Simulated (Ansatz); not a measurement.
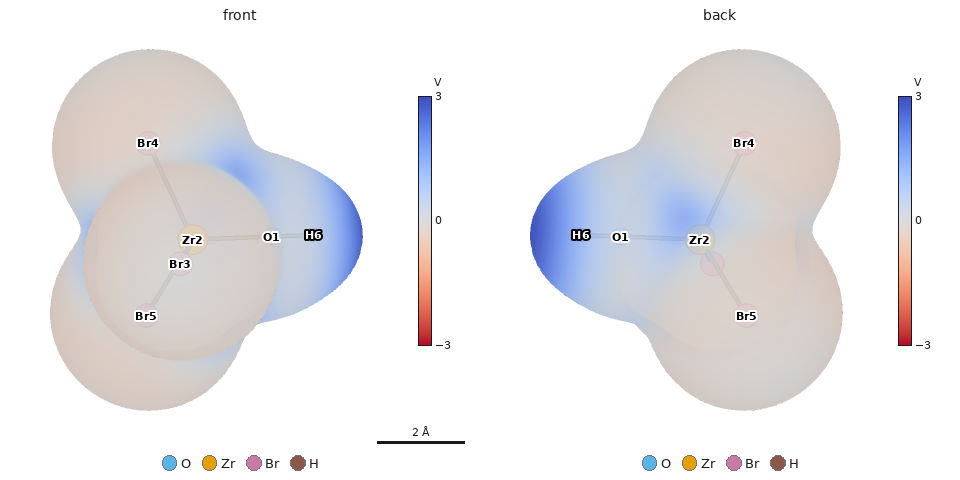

The picture shows: Br$_{3}$HOZr. The electrostatic potential painted on the density surface at 0.001 e/bohr³, seen from the front and from behind; red is negative and blue positive.

Geometry: PBE0-D4/def2-TZVP; core potentials replace the inner electrons of Zr.

All numbers below come from RKS PBE0-D4/def2-TZVPP (Ansatz 0.2.0).

```yaml
atoms:
  - { symbol: O, position_ang: [-0.0202, 0.1995, 1.4826] }
  - { symbol: Zr, position_ang: [0.0048, -0.0502, -0.3744] }
  - { symbol: Br, position_ang: [1.8727, -1.5875, -0.9615] }
  - { symbol: Br, position_ang: [-2.1643, -1.0402, -1.0898] }
  - { symbol: Br, position_ang: [0.3388, 2.1523, -1.4854] }
  - { symbol: H, position_ang: [-0.0319, 0.3262, 2.4286] }
```

Describe the electrostatic potential map.

Answer. The most negative region (about −0.3 V) lies over Br3, Br4 and Br5, the most positive (about +2.7 V) over H6.
